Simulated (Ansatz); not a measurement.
# (PbS)2(AgBr)2 [001] superlattice, started as rocksalt type: phonons and vibrational spectra, part 2 of 3

Wanted: phonon frequencies of (PbS)2(AgBr)2 [001] superlattice, started as rocksalt type and what follows from them.

Ansatz 0.2.0; DFT PBEsol, scalar-relativistic, plane waves, PAW.

So far. Step 4 (Tight relaxation): The largest force component left is 0.82 meV/Å and the pressure is 0.001 GPa, within the tolerances set. The cell now holds 24.26 Å³/atom. The relaxed cell has a = 4.155, c = 11.240 Å (conventional setting).

The structure was built from a prototype and need not be the compound's stable phase.

In doubt: the program warns that the response may not be converged on this k-mesh (step 5), which bears on the force constants and all frequencies.

## (5) Zone-centre response

The zone centre is the only wavevector solved here; it holds the modes that light can see, as far as symmetry allows. The response to a homogeneous field gives the Born charges and the dielectric tensor, and its change with displacement the Raman tensors.

The input, input.yaml:

```yaml
crystal:
  lattice:
    - [2.9381894694, 2.9381894694, 0.0]
    - [-2.9381894694, 2.9381894694, 0.0]
    - [0.0, 0.0, 11.2397494631]
  atoms:
    - { symbol: Ag, position: [0.0, 0.0, 0.4819464659] }
    - { symbol: Ag, position: [0.5, 0.5, 0.7680535341] }
    - { symbol: Br, position: [0.5, 0.5, 0.5223717525] }
    - { symbol: Br, position: [1.0, 0.0, 0.7276282475] }
    - { symbol: Pb, position: [0.0, 0.0, -0.0017343119] }
    - { symbol: Pb, position: [0.5, 0.5, 0.2517343119] }
    - { symbol: S, position: [0.5, 0.5, -0.0083080665] }
    - { symbol: S, position: [1.0, 0.0, 0.2583080665] }
kpoints:
  mp_grid: { grid: [8, 8, 2] }
hamiltonian:
  xc: pbesol
scf:
  occupations: { method: fixed }
output:
  eigenvalues: true
phonons:
  method: dfpt
  dielectric: true
  rigid_motions: translations
  raman: true
```

On the command line:

```console
> ansatz run input.yaml --threads 4 --pin off --max-ram 14336MiB --backend cpu --events-out ev --progress --plain --runs-dir out
```

Numbers of over 12 decimals in the logs are rounded to 6 here.

What it wrote:

```text
[...]
Crystal: 8 atoms, lattice volume = 194.065 Å³
Basis set: ecut = 420 eV, 3773 PW (Γ), exchange–correlation on 60×60×160 points (8 copies of the dense FFT grid, shifted against one another)
Bands: 56, of which v1, the nominal top of the filled ones, is band 46 counted from 1 (45 counted from 0)
Symmetry: 16 space group operations
k-points: 42 of 128 (irreducible under 2 space group operations, time reversal used)
[...]
SCF iter   1: F=—  HF=-45800.471485 eV  |F-HF|=—  |Δ(HF+E_count)|=         —  Δρ=5.14e-3  dr2=7.31e-2  ethr=1.77e-3  ⟨swp⟩=4.9  Hψ=7894  notcnv=0  defer=322
[...]
SCF iter   9: F=-45800.453712 eV  HF=-45800.453712 eV  |F-HF|=1.46e-11  |Δ(HF+E_count)|=   1.19e-9  Δρ=2.33e-7  dr2=8.85e-11  ethr=1.00e-12  ⟨swp⟩=14.5  Hψ=19024  notcnv=0
SCF 1 converged in 9 iterations: F = -45800.453712 eV  dr2 = 8.85e-11
[...]
DFPT response loops at Γ: preconditioner auto → Resta (q_TF=auto, 2.409 Å⁻¹)  ε∞=8.1 (no band partly filled); β = 1.00, the filter's whole step (`scf.mixing.beta` (0.50) is not read by the response loops at its default; to damp them type it under 1.00, their step now; it binds the ground state too); Broyden in place of MSR1
── the response to a field inside a basis, on 10×10×4 k-points: an SCF that follows is theirs, and a resumed run solves both again ──
Bands: 47, of which v1, the nominal top of the filled ones, is band 46 counted from 1 (45 counted from 0)
k-points: 30
[...]
Eigensolver: Dense (30 Hₖ)
SCF iter   1: F=—  HF=-45800.119584 eV  |F-HF|=—  |Δ(HF+E_count)|=         —  Δρ=5.68e-4  dr2=3.30e-4  ethr=1.00e-1
[...]
SCF iter   8: F=-45800.119581 eV  HF=-45800.119581 eV  |F-HF|=7.28e-12  |Δ(HF+E_count)|=  9.46e-11  Δρ=4.91e-8  dr2=4.47e-12  ethr=1.00e-12
SCF 1 converged in 8 iterations: F = -45800.119581 eV  dr2 = 4.47e-12
[...]
WARN: field response: the Raman tensors and χ⁽²⁾ stand inside a basis, whose 10×10×4 points do not settle the susceptibility there: take them as unconverged, whatever they are read to err by, and compare with a denser kpoints.mp_grid
WARN: field response: inside a basis, on 10×10×4 points, no mesh in reach settles it: take ε∞, Z* and everything formed from them with what they may err, as stated (eps_inf_uncertainty, zstar_uncertainty_e), and compare with field_mesh: kpoints on a denser kpoints.mp_grid
WARN: field response: ε∞ stands inside a basis, on 10×10×4 points; the force constants stand on the 8×8×2 k-mesh, whose period is 9.26 times the interband length at k = (0.0000, 0.3750, 0.0000), direct gap 1.396 eV, under 14: take them and everything formed from them as unconverged, and compare with a denser kpoints.mp_grid
SCF converged after 9 iterations
Free energy (F): -45800.453712 eV
[...]
Internal energy: -45800.453712 eV  (E = F + TS)
E sigma→0 (E₀):  -45800.453712 eV
Fermi energy:    8.621155 eV
[...]
--- Band table (eV; the first three rows and the last of 42) ---
  k-point 0: bands = [... 42 lower, 6.7081, 6.7081, 6.9360, 7.0417, 10.6159, 11.2384, 11.9357, 12.3859, ... 6 higher]
  k-point 1: bands = [... 42 lower, 6.6547, 6.8228, 6.8228, 7.0513, 10.0300, 10.2488, 12.8215, 13.1883, ... 6 higher]
  k-point 2: bands = [... 42 lower, 6.6835, 6.8981, 7.2190, 7.6076, 10.8921, 11.3977, 11.7354, 12.1044, ... 6 higher]
  k-point 41: bands = [... 42 lower, 6.3390, 6.3390, 6.7321, 6.7321, 10.3310, 10.3310, 12.9062, 12.9062, ... 6 higher]
--- Phonons (Γ-DFPT): 8 representative perturbations + reference, on 42 of 128 k-points (Σ response iterations 27) ---
  k mesh reduced under 2 symmetry operations, with k and −k counted as one. Each operation leaves every solved perturbation unchanged. A smaller set is not considered because the run solves the response to a homogeneous field
  ASR residual: 1.785e-4 → 0.000e0 eV/Å²; symmetrization residual: 1.567e-5 eV/Å²
  ASR residual per site (eV/Å²): 1.34e-4 1.34e-4 3.01e-5 3.01e-5 1.79e-4 1.79e-4 1.77e-5 1.77e-5
  Γ frequencies (cm⁻¹): 0.00 0.00 0.00 20.28 20.28 27.26 27.26 35.22 35.22 41.68 41.68 56.50 81.37 81.37 88.96 89.72 90.55 90.55 108.09 108.09 111.74 143.86 217.28 229.20
  ε∞ (high-frequency dielectric tensor):
       12.432552    -0.000000     0.000000
       -0.000000    12.432552    -0.000000
        0.000000    -0.000000    10.455396
  ε⁰ (static dielectric tensor: ions relaxed, cell fixed):
      140.388342     0.000000    -0.000000
        0.000000   140.388342     0.000000
       -0.000000     0.000000    19.906117
  ε⁰ − ε∞ (ionic part):
      127.955790     0.000000    -0.000000
        0.000000   127.955790     0.000000
       -0.000000     0.000000     9.450721
  softest optical mode at Γ: 20.28 cm⁻¹; the repairs (sum rule, projections) moved no ω² at Γ by more than (1.88 cm⁻¹)²
  Born effective charges Z* (e; rows j = field, columns β = displacement):
    site 0:
         1.56518    0.00000    0.00000
        -0.00000    1.56518   -0.00000
         0.00000   -0.00000    1.57193
    site 1:
         1.56518    0.00000    0.00000
        -0.00000    1.56518   -0.00000
         0.00000   -0.00000    1.57193
    site 2:
        -1.50898   -0.00000   -0.00000
         0.00000   -1.50898    0.00000
        -0.00000    0.00000   -2.73223
    site 3:
        -1.50898   -0.00000   -0.00000
         0.00000   -1.50898    0.00000
        -0.00000    0.00000   -2.73223
    site 4:
         4.60033   -0.00000    0.00000
         0.00000    4.60033    0.00000
         0.00000   -0.00000    3.28170
    site 5:
         4.60033   -0.00000    0.00000
         0.00000    4.60033    0.00000
         0.00000   -0.00000    3.28170
    site 6:
        -4.65653    0.00000   -0.00000
        -0.00000   -4.65653   -0.00000
         0.00000   -0.00000   -2.12140
    site 7:
        -4.65653    0.00000   -0.00000
        -0.00000   -4.65653   -0.00000
         0.00000   -0.00000   -2.12140
  Z* charge neutrality: 7.553e-2 e pre-enforcement
  solved inside a basis spanned on kpoints, on 10×10×4 k-points transformed towards the longest dipole, which do not settle them: ε∞ is read to err by 1.3e-1, Z* by 1.0e-1 e (field_mesh: kpoints solves on kpoints); Z* is corrected for what the basis lacks
  Raman tensors (in the event stream and the table raman_tensors.tsv): an entry may err by 3.9e1 Å², one of the second-order susceptibility by 8.4e-17 pm/V (basis, points and sum rule); their sum over the sites missed zero by 8.882e-16 Å² ahead of its enforcement
  optical modes at Γ without the LO–TO term, one row a degenerate level:
      ω (cm⁻¹)  modes    IR ((D/Å)²/amu)  static Raman (Å⁴/amu)  depolarisation
         20.28      2             1.0027                 0.0000               —
         27.26      2             0.0000                34.7788           0.750
         35.22      2             0.0000                 5.0449           0.750
         41.68      2            25.6330                 0.0000               —
         56.50      1             0.0000                62.1881           0.001
         81.37      2             0.0000                60.8819           0.750
         88.96      1             0.0000               161.3270           0.008
         89.72      1             3.0674                 0.0000               —
         90.55      2            49.9297                 0.0000               —
        108.09      2             0.0000                21.9964           0.750
        111.74      1             4.3583                 0.0000               —
        143.86      1             0.0000               754.2363           0.367
        217.28      1             0.0000              1015.8762           0.051
        229.20      1             6.8173                 0.0000               —
  optical modes at Γ + LO–TO along q̂ = [1.0000, 0.0000, 0.0000]:
      ω (cm⁻¹)  modes    IR ((D/Å)²/amu)  static Raman (Å⁴/amu)  depolarisation
         20.28      1             0.5014                 0.0000               —
         21.12      1             0.0031                 0.0000               —
         27.26      2             0.0000                34.7788           0.750
         35.22      2             0.0000                 5.0449           0.750
         41.68      1            12.8165                 0.0000               —
         56.50      1             0.0000                62.1881           0.001
         60.83      1             0.2779                 0.0000               —
         81.37      2             0.0000                60.8819           0.750
         88.96      1             0.0000               161.3270           0.008
         89.72      1             3.0674                 0.0000               —
         90.55      1            24.9648                 0.0000               —
        108.09      2             0.0000                21.9964           0.750
        111.74      1             4.3583                 0.0000               —
        143.86      1             0.0000               754.2363           0.367
        200.11      1            38.0017                 0.0000               —
        217.28      1             0.0000              1015.8762           0.051
        229.20      1             6.8173                 0.0000               —
  optical modes at Γ + LO–TO along q̂ = [0.0000, 1.0000, 0.0000]:
      ω (cm⁻¹)  modes    IR ((D/Å)²/amu)  static Raman (Å⁴/amu)  depolarisation
         20.28      1             0.5014                 0.0000               —
         21.12      1             0.0031                 0.0000               —
         27.26      2             0.0000                34.7788           0.750
         35.22      2             0.0000                 5.0449           0.750
         41.68      1            12.8165                 0.0000               —
         56.50      1             0.0000                62.1881           0.001
         60.83      1             0.2779                 0.0000               —
         81.37      2             0.0000                60.8819           0.750
         88.96      1             0.0000               161.3270           0.008
         89.72      1             3.0674                 0.0000               —
         90.55      1            24.9648                 0.0000               —
        108.09      2             0.0000                21.9964           0.750
        111.74      1             4.3583                 0.0000               —
        143.86      1             0.0000               754.2363           0.367
        200.11      1            38.0017                 0.0000               —
        217.28      1             0.0000              1015.8762           0.051
        229.20      1             6.8173                 0.0000               —
  optical modes at Γ + LO–TO along q̂ = [0.0000, 0.0000, 1.0000]:
      ω (cm⁻¹)  modes    IR ((D/Å)²/amu)  static Raman (Å⁴/amu)  depolarisation
         20.28      2             1.0027                 0.0000               —
         27.26      2             0.0000                34.7788           0.750
         35.22      2             0.0000                 5.0449           0.750
         41.68      2            25.6330                 0.0000               —
         56.50      1             0.0000                62.1881           0.001
         81.37      2             0.0000                60.8819           0.750
         88.96      1             0.0000               161.3270           0.008
         90.55      2            49.9297                 0.0000               —
         96.38      1             0.3734                 0.0000               —
        108.09      2             0.0000                21.9964           0.750
        133.17      1             4.6036                 0.0000               —
        143.86      1             0.0000               754.2363           0.367
        217.28      1             0.0000              1015.8762           0.051
        247.02      1             9.2660                 0.0000               —
```

Elapsed: 13 min, on 4 threads of Arm Neoverse V1, shared host; peak memory 3.2 GiB; 50 min of CPU time.

Numbers from this step:

```yaml
sum_rule_residual_before_enforcement: 1.79e-4 eV/Å²
miss_of_the_charge_sum_rule: 0.07553 e
estimated_error_of_the_dielectric_tensor: 0.1277
estimated_error_of_the_born_charges: 0.1033 e
point_group: 4/mmm
highest_optical_mode_at_the_zone_centre_no_lo_to_term: 229.2 cm⁻¹
lowest_optical_zone_centre_mode: 20.28 cm⁻¹
mean_high_frequency_dielectric_constant: 11.77
largest_born_charge_third_of_the_trace: 4.161 e
mean_static_dielectric_constant: 100.2
top_of_the_zone_centre_spectrum_with_the_field: 247.0 cm⁻¹
```

Without the LO-TO term. Patterns of degenerate modes are one choice out of their space. The modes at Γ (shares of kinetic energy by element, %):

```
mode  frequency (cm⁻¹)  symmetry  Ag %  Br %  Pb %  S %
   1               0.0  acoustic    25    19    49    8
   2               0.0  acoustic    25    19    49    8
   3               0.0  acoustic    25    19    49    8
   4              20.3        Eu    55     5    33    7
   5              20.3        Eu    55     5    33    7
   6              27.3        Eg    95     4     1    0
   7              27.3        Eg    95     4     1    0
   8              35.2        Eg     1     0    94    6
   9              35.2        Eg     1     0    94    6
  10              41.7        Eu    16    66    11    8
  11              41.7        Eu    16    66    11    8
  12              56.5       A1g    25    10    62    2
  13              81.4        Eg     3    83     1   13
  14              81.4        Eg     3    83     1   13
  15              89.0       A1g    61     0    31    7
  16              89.7       A2u    27    23    49    1
  17              90.5        Eu     3    10     8   78
  18              90.5        Eu     3    10     8   78
  19             108.1        Eg     2    13     5   81
  20             108.1        Eg     2    13     5   81
  21             111.7       A2u    43    57     0    0
  22             143.9       A1g     4    89     6    1
  23             217.3       A1g    10     0     0   90
  24             229.2       A2u     5     2     2   92
```

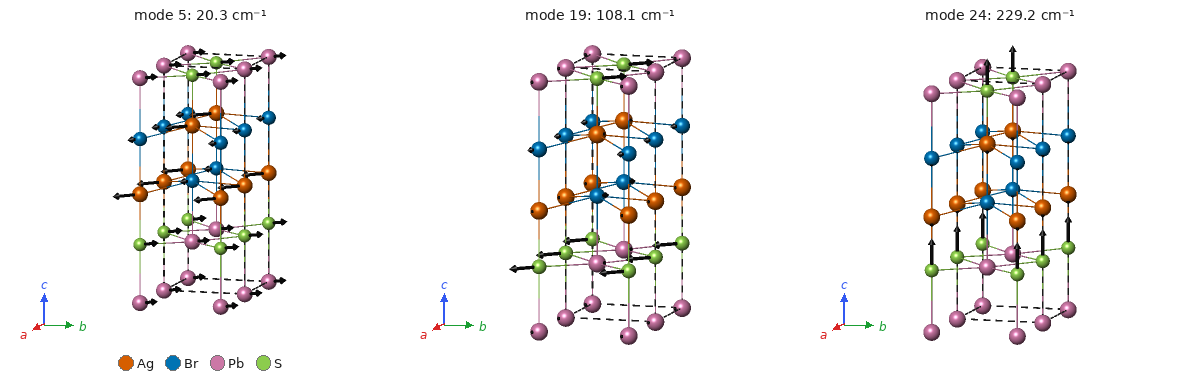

Displacement patterns of modes 5, 19 and 24 at Γ; arrows are exaggerated. 2×1×1 cells are drawn. Some periodic images of atoms are drawn too.

High-frequency dielectric tensor, which the program warns is not settled by the k meshes in reach. Tensor:

```
       x      y      z
x  12.43      0      0
y      0  12.43      0
z      0      0  10.46
```

Static dielectric tensor, which the program warns is not settled by the k meshes in reach. Tensor:

|  | x | y | z |
| --- | --- | --- | --- |
| x | 140.4 | 0 | 0 |
| y | 0 | 140.4 | 0 |
| z | 0 | 0 | 19.91 |

Optical modes at the zone centre, without and with the macroscopic field of the longitudinal modes; each column is sorted by frequency, so a row need not hold one and the same mode. Modes with and without the field, by row:

```csv
rank among optical modes,no field (cm⁻¹),"q along (1, 0, 0) (cm⁻¹)","q along (0, 0, 1) (cm⁻¹)"
1,20.3,20.3,20.3
2,20.3,21.1,20.3
3,27.3,27.3,27.3
4,27.3,27.3,27.3
5,35.2,35.2,35.2
6,35.2,35.2,35.2
7,41.7,41.7,41.7
8,41.7,56.5,41.7
9,56.5,60.8,56.5
10,81.4,81.4,81.4
11,81.4,81.4,81.4
12,89,89,89
13,89.7,89.7,90.5
14,90.5,90.5,90.5
15,90.5,108.1,96.4
16,108.1,108.1,108.1
17,108.1,111.7,108.1
18,111.7,143.9,133.2
19,143.9,200.1,143.9
20,217.3,217.3,217.3
21,229.2,229.2,247
```

Born charge (rows field, columns displacement) (e), principal values of the symmetric part by kind of site:

```csv
atom,atoms with these values,low,middle,high,mean
Ag1,2,1.57,1.57,1.57,1.57
Br3,2,-2.73,-1.51,-1.51,-1.92
Pb5,2,3.28,4.60,4.60,4.16
S7,2,-4.66,-4.66,-2.12,-3.81
```

In full for S7:

```
-4.66  0.00  0.00
 0.00 -4.66  0.00
 0.00  0.00 -2.12
```

Transverse modes. Infrared lines, with heights relative to the strongest:

```csv
position (cm⁻¹),relative intensity
20,2.0
27,0.0
35,0.0
42,51
56,0.0
81,0.0
89,0.0
90,6.1
91,100
108,0.0
112,8.7
144,0.0
217,0.0
229,14
```

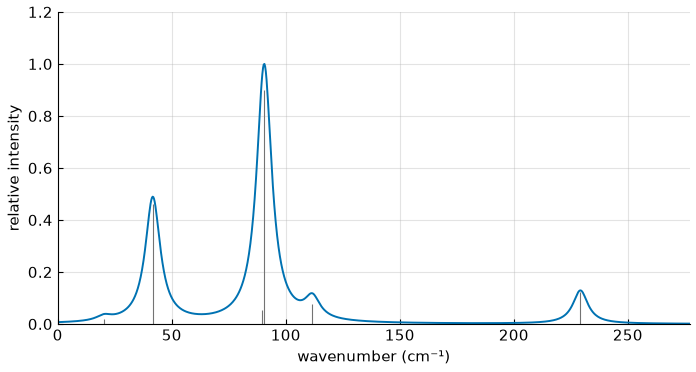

The infrared spectrum, broadened with Lorentzians of width 8 cm⁻¹; bars mark the lines.

Activity x (w_L - w)^4 (n + 1)/w, 532 nm, 300 K; the log calls the Raman tensors unconverged in the k mesh, so the heights are rough; the tensors are static ones, while 532 nm light lies above the computed direct gap, where resonance would change the heights; modes without the macroscopic field alone. Lines of the Raman spectrum (strongest = 100):

```csv
position (cm⁻¹),relative intensity
20,0.0
27,100
35,8.9
42,0.0
56,44
81,22
89,50
90,0.0
91,0.0
108,4.8
112,0.0
144,99
217,67
229,0.0
```

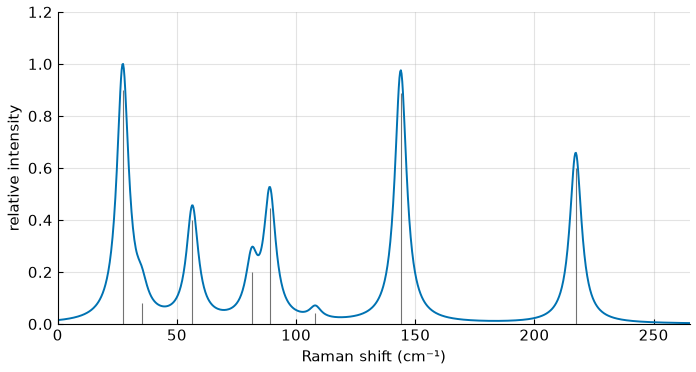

The Raman spectrum, broadened with Lorentzians of width 6 cm⁻¹; bars mark the lines.

Before it was imposed, the acoustic sum rule was missed by 1.8e-4 eV/Å² and the charge sum rule by 0.076 e. The charge miss is large and points to the mesh or the basis. The lowest optical mode is real, 20.3 cm⁻¹.

The log warns of the k mesh: “the force constants stand on the 8×8×2 k-mesh, whose period is 9.26 times the interband length at k = (0.0000, 0.3750, 0.0000), direct gap 1.396 eV, under 14: take them and everything formed from them as unconverged”.

## (6) Another isotope, element Ag, natural mass 107.868 amu

An isotope changes the mass and not the force constants, so no new electronic calculation is needed; the shifts show which modes move this element.

[end of part 2 of 3]

[Logs are printed without paths, hosts, clocks, repeated set-up lines and the standing remarks that a program may print on its own settings, such as how far it seeks lower states.]

[Hosts, paths, dates, database ids (printed as entryN), source tags and the programs' standing remarks are cut or masked in the printed files.]
